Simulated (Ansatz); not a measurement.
## Electronic structure of CH$_{3}$ClZn···HBr in real space

```xyz
8

Zn   -0.7771    0.5999   -0.8938
Br   -0.2858   -2.9581    0.0613
Cl   -2.2338    0.6706   -2.4320
H     0.1347   -1.5661    0.3247
C     0.5823    0.7565    0.5207
H     0.1571    1.3541    1.3441
H     1.4409    1.3126    0.1101
H     0.9819   -0.1695    0.9649
```

Not at a stationary point (largest force 1.1 eV/Å).

All numbers below come from Ansatz, RKS PBE0-D4/def2-SVP.

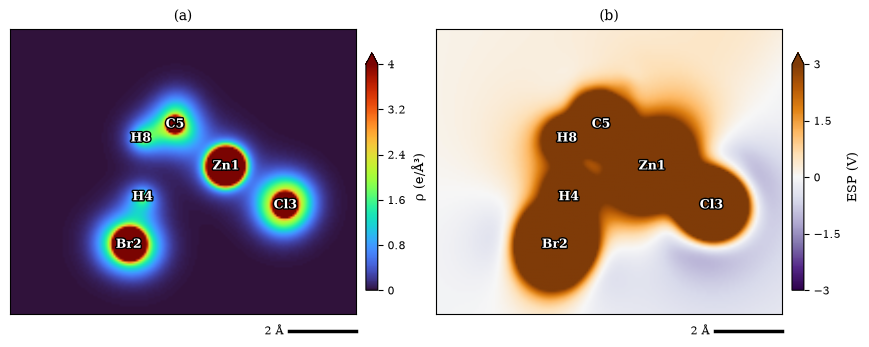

Figure 1. (a) total electron density; (b) molecular electrostatic potential on the plane of atoms Cl3, Zn1 and C5.

What do the fields say about this system?

Answer. The section cuts through Zn, Br, Cl, H and C sites. H4···H8 (1.75 Å): the density falls to about 0.13 e/Å³ on the way. C–Zn (1.97 Å): ρ at the midpoint is about 0.71 e/Å³. Zn–Cl (2.12 Å): the density is about 0.66 e/Å³ at the midpoint. C–H (1.10 Å): ρ at the midpoint is about 1.8 e/Å³. Br–H (1.48 Å): the density is about 1.5 e/Å³ at the midpoint. Outside the dense part of the complex the potential is most negative (−1.1 V) near Cl3.

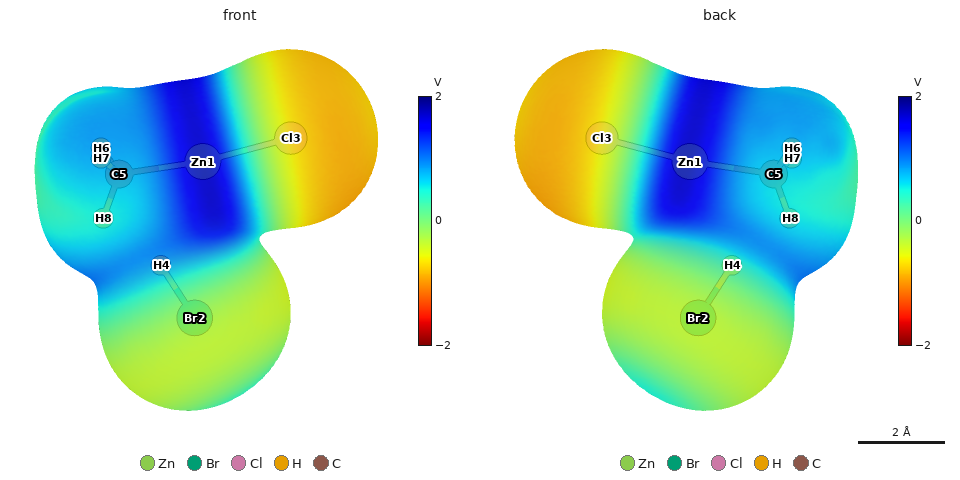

Figure 2. The electrostatic potential painted on the density surface at 0.001 e/bohr³, seen from the front and from behind; the colour scale runs from red (negative) to blue (positive).

Describe the electrostatic potential map.

Answer. The most negative region (about −0.9 V) lies over Cl3, the most positive (about +1.7 V) over Zn1. Br2 shows a σ-hole: about +0.5 V at the tip opposite its bond, against about −0.3 V on its flanks.

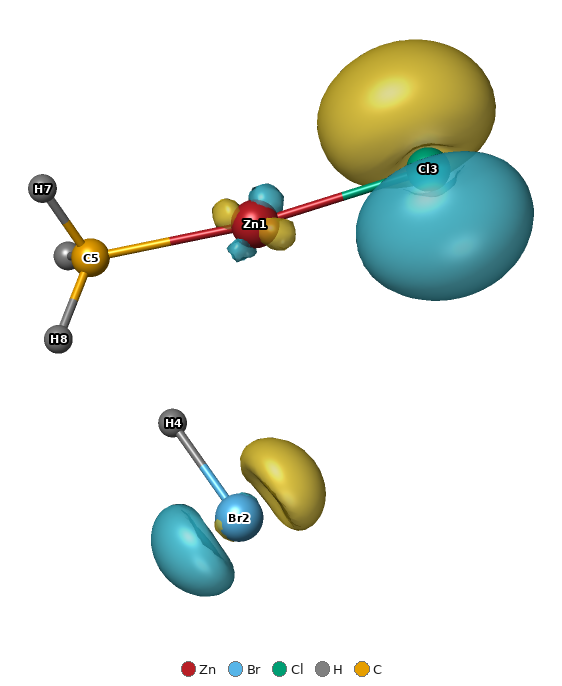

Figure 3. The HOMO at ±0.15 Å⁻³ᐟ² (yellow and cyan are the two phases), seen at a tilt.

What is the character of this orbital?

Answer. By Hirshfeld shares it lies mainly on Cl3 (about 80 %), Br2 (about 10 %) and Zn1 (about 5 %); largely a lone pair of Cl3. Its energy is −8.35 eV.
